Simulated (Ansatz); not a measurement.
Consider BeS in the zinc blende structure (space group F-43m, No. 216; a = 4.876 Å).

The change: a hydrostatic pressure of 22.5 GPa.

Calculations: PBE in Ansatz (plane waves to 420 eV, PAW, no SOC).

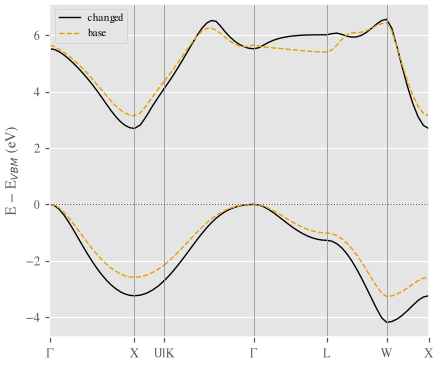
Highest valence and lowest conduction band along the path, each from its own valence-band maximum

The gap is 2.69 eV, indirect, Γ → X; the base has 3.15 eV.

Load acts through the strain it causes; cell and atoms are relaxed under it. Whether these cells are dynamically stable was not tested. No other phases were tried under pressure.

Ansatz is a quantum-chemistry and plane-wave program.
